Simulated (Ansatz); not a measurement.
Fields on a plane of ZrO2 (baddeleyite type, space group P2_1/c)

```
ZrO2
1.0
    5.15426     0.00000     0.00000
    0.00000     5.22574     0.00000
   -0.87172     0.00000     5.25957
Zr O
4 8
Direct
  0.27613   0.04213   0.20973
  0.72387   0.54213   0.29027
  0.72387   0.95787   0.79027
  0.27613   0.45787   0.70973
  0.06882   0.33282   0.34470
  0.93118   0.83282   0.15530
  0.93118   0.66718   0.65530
  0.06882   0.16718   0.84470
  0.44966   0.75727   0.47782
  0.55034   0.25727   0.02218
  0.55034   0.24273   0.52218
  0.44966   0.74273   0.97782
```

The slice is a (100) plane (indices of the conventional cell) through the point (0.550, 0.243, 0.522) (fractional), spanned by u = [010] and v = [001] in vectors of this cell: u (5.23 Å) and v (5.33 Å, at 90° to u). It covers one period; positions are fractions (u, v).

Atoms on it: O at (0.01, 0.50); O at (0.00, 0.00). Other atoms lie within 1 Å of the plane.

Calculation: r2SCAN (plane waves to 500 eV, PAW, scalar-relativistic; Ansatz, a first-principles code). k mesh 5×5×5. Inside the PAW spheres the values are not all-electron values, and peaks at nuclei hang on which shells count as valence. ZrO2 is run without spin polarisation. ZrO2 was relaxed with its symmetry unable to fall.

```
|:--:.       .:+#%%+-.      .---|
|++=:.       .:-+*+-:.      .:=+|
|+=-:.        .:---:.       .:-=|
|-:..          .....         .::|
|..                            .|
|                               |
|                               |
|                               |
|                               |
|                               |
|...                           .|
|-::.          ....           .:|
|+=-:.       ..::::.         .:=|
|++=-.       .:=++-:.        :-+|
|::--:      .:=*%#+-.       .:--|
|  :-:.     .:=#@@*-.       .:-:|
|::--:.     .:=#%%*-.       .:--|
|+++-:       .-=*+=:.       .:-=|
|++=:.       ..:--:..        .:=|
|--:.         ......          .:|
|...                           .|
|                               |
|                               |
|                               |
|                               |
|                               |
|...                           .|
|-::.           ....         ..:|
|+=-:.        ..::::.        .-=|
|++=:.        .-=++-:.      .:-=|
|:---.       .:=#%#+:.      .:-:|
| .-:.       .:+%@@*-.      .::.|
```
Scale: ten equal steps from 0.000 (start of ' ') to 0.051 (end of '@'), in the order ' .:-=+*#%@'. Values: density of the highest valence band (whole band, smooth part) in e/Å³. The map has 31 points along u (one character each, u = 0 at the left) and 32 along v (v = 0 in the bottom row). 

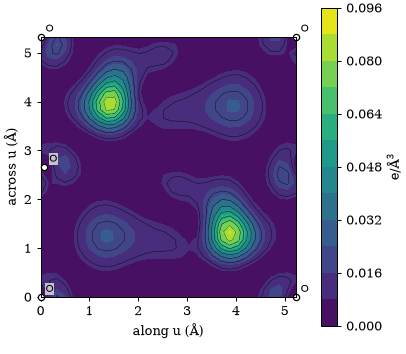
Density of the lowest conduction band (whole band as if filled, smooth part) in e/Å³, one period of the plane, atoms marked.
